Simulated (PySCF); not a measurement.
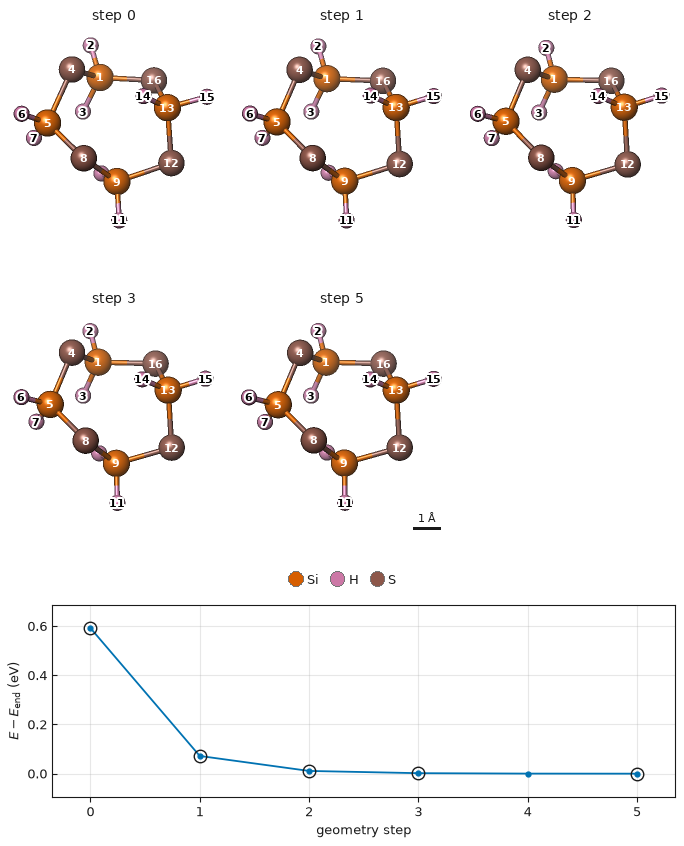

Frames of a relaxation of Si4H8S4, marked on the history of the run. Style: ball-and-stick. Shown at a tilt.

The start comes from GFN2-xTB. Its atoms were then displaced at random by about 0.03 Å.

Level of theory: PBE0-D3(BJ)/def2-SVP geometry optimisation, gas phase (PySCF). 

What happens along the run?

Answer. The largest moves after the best rigid fit, 0.17 Å, are those of H atoms. Largest moves by element: H 0.17 Å, S 0.16 Å, Si 0.12 Å. Some distances before and after: S–Si 2.022 → 2.149 Å, S–Si 2.260 → 2.151 Å, S–Si 2.078 → 2.152 Å, H–Si 1.421 → 1.489 Å. Among the angles between lasting bonds that change: Si–S–Si 109.4° → 101.9°, H–Si–S 100.2° → 107.8°, H–Si–S 109.8° → 104.2°. The energy falls by 0.592 eV in 5 geometry steps. The run took 100 s on 1 thread of Intel(R) Xeon(R) 6975P-C, on a shared host. From step 0 to 1: an H atom moves most (0.10 Å), energy −0.520 eV. From step 1 to 2: an H atom moves most (0.07 Å), energy −0.061 eV. From step 2 to 3: an H atom moves most (0.04 Å), energy −0.009 eV. From step 3 to 5: an H atom moves most (0.04 Å), energy −0.002 eV.

```
step  E − E(0), eV
   0        0.0000
   1       -0.5202
   2       -0.5811
   3       -0.5902
   4       -0.5919
   5       -0.5922
```
